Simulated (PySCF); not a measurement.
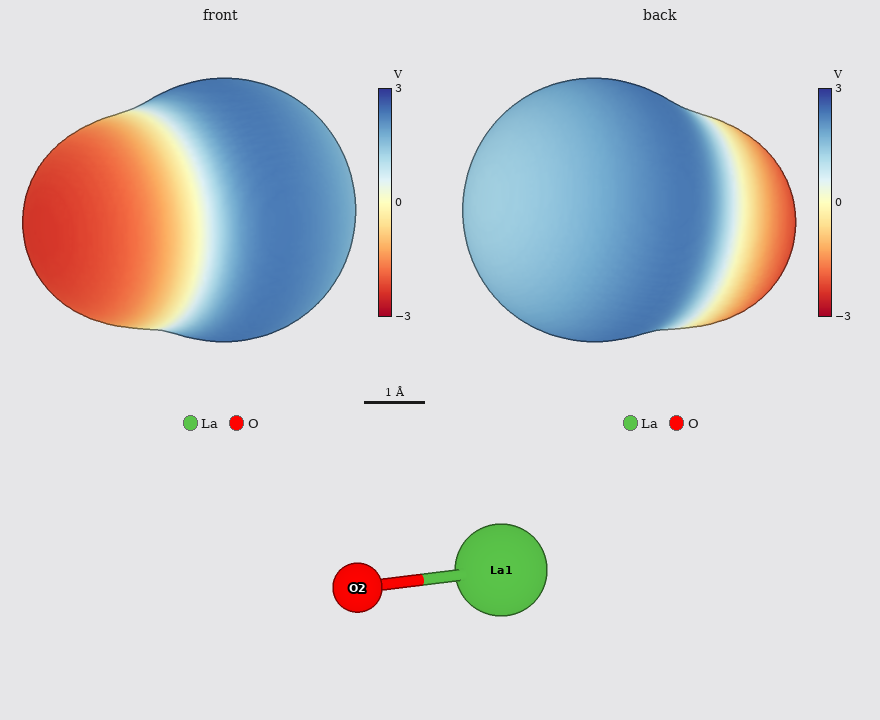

LaO (doublet). The electrostatic potential painted on the density surface at 0.002 e/bohr³, seen from the front and from behind; the colour scale runs from red (negative) to blue (positive). The bare structure is drawn below in the same view.

The calculation used PBE0/x2c-SVPall, spin-free X2C-1e, Gaussian nucleus, at a bond length of 1.835 Å in PySCF.

Where is the surface potential most negative and most positive?

Answer. The most negative region (about −2.3 V) lies over O2, the most positive (about +2.3 V) over La1. O2 is the likeliest acceptor of a hydrogen bond.
